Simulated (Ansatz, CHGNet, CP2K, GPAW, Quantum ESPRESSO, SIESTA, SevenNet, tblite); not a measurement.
# Which run comes nearest? Random packing of B86H14 (at. %) (90 atoms)

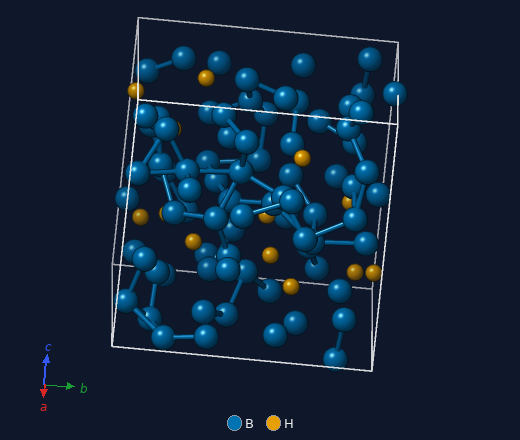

The cell (boron blue, hydrogen orange). Bonds to atoms that aren't drawn are left out. Some periodic images of atoms are drawn too.

Density of this cell: 1.99 g/cm³. The cell holds 90 atoms: 77 B and 13 H. Its edges and angles: a = 8.907 Å, b = 8.907 Å, c = 8.907 Å, α = 90.0°, β = 90.0°, γ = 90.0°. 90 atoms (77 B, 13 H) packed at random in a cube at 1.99 g/cm³ and pushed apart as soft spheres; a start for melting by ab initio MD, not an equilibrated structure. Then every atom was moved at random, 0.02 Å r.m.s. a Cartesian component (hydrogen 0.6 of that).

Geometry: as built.

The reference, a calculation:

| Property | Result |
| --- | --- |
| method | Kohn-Sham DFT, PBE, PAW, plane waves (Ansatz 0.2.0); cutoff 420 eV, Γ point, fermi-dirac smearing of 0.05 eV; PAW set soft_2 |
| r.m.s. force component | 1.085 eV/Å |
| longest force | 4.111 eV/Å |
| pressure | -14.43 GPa |
| SCF cycles | 8 |
| time | 5.1 s on 4 threads of Arm Neoverse V1, shared host |
| CPU time | 19 s |

**Question.** The same geometry is run in other programs. How far does each lie from the reference, and what does it cost?
- CP2K PBE, DZVP-MOLOPT-SR, 450/50 Ry, diagonalisation (CP2K 2026.2; 4 MPI ranks)
- CP2K PBE+D3(BJ), DZVP-MOLOPT-SR, 450/50 Ry, diagonalisation (CP2K 2026.2; 4 MPI ranks)
- CHGNet 0.3.0 potential (CHGNet 0.3.0; 1 thread)
- CP2K PBE, DZVP-MOLOPT-SR, 450/20 Ry, diagonalisation (CP2K 2026.2; 4 MPI ranks)
- SevenNet 0 potential (SevenNet 0; 1 thread)
- CHGNet r2SCAN potential (CHGNet r2SCAN; 1 thread)
- GPAW PBE, LCAO dzp, h 0.2 Å (GPAW 26.7.0; 1 thread)
- tblite GFN1-xTB (tblite 0.8.0; 1 thread)
- CP2K PBE, TZV2P-MOLOPT (SR for B), 450/50 Ry, diagonalisation (CP2K 2026.2; 4 MPI ranks)
- QE PBE, sg15-1.2, 80/320 Ry (Quantum ESPRESSO 7.5; 4 MPI ranks)

Differences are against the plane-wave reference, forces as r.m.s. over components; share is that over the reference's r.m.s. force, slope the least-squares factor from reference forces to these. Total energies of different programs have different zeros and aren't compared.

```
                                                          run  Δ force, r.m.s. (meV/Å)  share (%)  slope  Δ pressure (GPa)  cores  CPU time  memory (GiB)
                                                    reference                        -          -      -                 -      4      19 s          0.90
         CP2K PBE, DZVP-MOLOPT-SR, 450/50 Ry, diagonalisation                     31.4       2.89  1.008            -0.108      4   9.6 min           2.4
  CP2K PBE+D3(BJ), DZVP-MOLOPT-SR, 450/50 Ry, diagonalisation                      148       13.6  0.961            -0.535      4   9.4 min           2.5
                                       CHGNet 0.3.0 potential                      604       55.7  0.894              1.20      1     5.1 s           2.5
CP2K PBE, DZVP-MOLOPT-SR, 450/20 Ry, diagonalisation (coarse)                     31.4       2.89  1.008            -0.101      4   5.2 min           2.4
                                         SevenNet 0 potential                      686       63.2  0.758              1.00      1      10 s           1.3
                                      CHGNet r2SCAN potential                      814       75.0  0.983             -3.59      1     5.6 s           2.5
                                  GPAW PBE, LCAO dzp, h 0.2 Å                      132       12.2  1.056                 -      1   8.7 min          0.93
                                              tblite GFN1-xTB                      657       60.5  0.894              17.2      1     2.4 s          0.11
CP2K PBE, TZV2P-MOLOPT (SR for B), 450/50 Ry, diagonalisation                     21.9       2.02  0.993            0.0169      4    23 min           3.4
                                  QE PBE, sg15-1.2, 80/320 Ry                     41.1       3.79  0.986            -0.521      4   3.4 min           1.0
```

Rows marked coarse were listed beforehand as settings not expected to be converged; some can still land near the reference.

Times of the machine-learned potentials are mostly Python's start and the loading of weights.

CPU time is summed over cores on a shared host, where runs went side by side, so it is rough. Symmetry, cutoffs, thresholds, outputs and thread counts weren't matched or tuned between programs; memory under MPI is the largest rank's times the ranks.

PBE on plane waves or a grid with other potentials, cutoffs or grids, coarse settings apart, differs from the reference by 3.8 % (QE PBE, sg15-1.2, 80/320 Ry) of the r.m.s. force; this holds the reference's own error, so differences of a few per cent don't tell which side is nearer the exact PBE result (QE's 80 Ry are 1088 eV, against the reference's 420 eV). The PBE runs in local orbitals, coarse settings apart, differ by 2.0 % (CP2K PBE, TZV2P-MOLOPT (SR for B), 450/50 Ry, diagonalisation) to 12 % (GPAW PBE, LCAO dzp, h 0.2 Å); basis, grid and potentials can all enter. Tight binding differs by 61 % (tblite GFN1-xTB); it is another model, with fitted parameters of its own, and the xTB methods hold dispersion. Machine-learned potentials differ by 56 % (CHGNet 0.3.0 potential) to 75 % (CHGNet r2SCAN potential); they were trained on other programs' data, some at another functional. The cause of differences this large wasn't tested. Among those trained on PBE data the slope goes as low as 0.76, with a correlation of 0.79, so directions differ as well as sizes. Periodic xTB results under one method name differ between programs and library versions. Machine-learned potentials mimic data converged in k, so the reference's own k-point error enters their differences. The electronic-structure runs sample only Γ, in a cell whose shortest periodic width is 9 Å, which is coarse for a cell with partly filled levels.

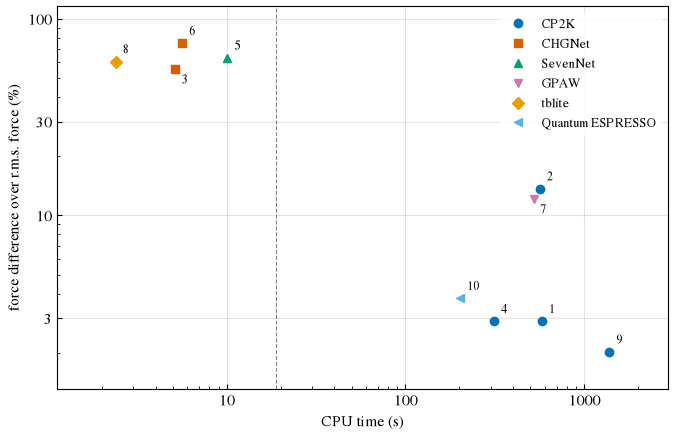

Force difference against CPU time; the dashed line marks the reference's time. Points: 1 CP2K PBE, DZVP-MOLOPT-SR, 450/50 Ry, diagonalisation; 2 CP2K PBE+D3(BJ), DZVP-MOLOPT-SR, 450/50 Ry, diagonalisation; 3 CHGNet 0.3.0 potential; 4 CP2K PBE, DZVP-MOLOPT-SR, 450/20 Ry, diagonalisation; 5 SevenNet 0 potential; 6 CHGNet r2SCAN potential; 7 GPAW PBE, LCAO dzp, h 0.2 Å; 8 tblite GFN1-xTB; 9 CP2K PBE, TZV2P-MOLOPT (SR for B), 450/50 Ry, diagonalisation; 10 QE PBE, sg15-1.2, 80/320 Ry.

[Logs are printed without paths, hosts, clocks, repeated set-up lines and the standing remarks that a program may print on its own settings, such as how far it seeks lower states.]

[Hosts, paths, dates, database ids (printed as entryN), source tags and the programs' standing remarks are cut or masked in the printed files.]
